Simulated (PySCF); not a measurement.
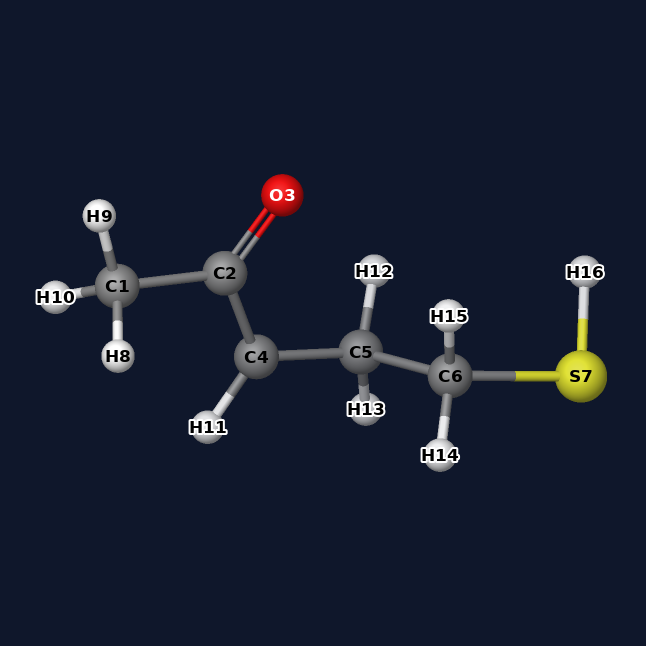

Charge 0, doublet. The computed structure is the end point of a GFN2-xTB optimisation. No frequency run is at hand to confirm it as a minimum. Level of theory: UKS B3LYP, pcH-1 on C H O S, non-relativistic (PySCF 2.14.0).

Give the isotropic hyperfine couplings (Fermi-contact term alone) of C1, C2, O3, C4, C5, C6, S7, H8, H9, H10, H11, H12, H13, H14, H15, H16.

| atom | isotope | a_iso (MHz) |
| --- | --- | --- |
| C1 | 13C | −2.5 |
| C2 | 13C | −35.9 |
| O3 | 17O | −18.3 |
| C4 | 13C | 65.1 |
| C5 | 13C | −24.3 |
| C6 | 13C | 65.0 |
| S7 | 33S | −0.1 |
| H8 | 1H | 1.9 |
| H9 | 1H | −1.7 |
| H10 | 1H | 4.5 |
| H11 | 1H | −50.9 |
| H12 | 1H | 48.3 |
| H13 | 1H | 12.1 |
| H14 | 1H | −3.6 |
| H15 | 1H | −3.4 |
| H16 | 1H | −0.9 |
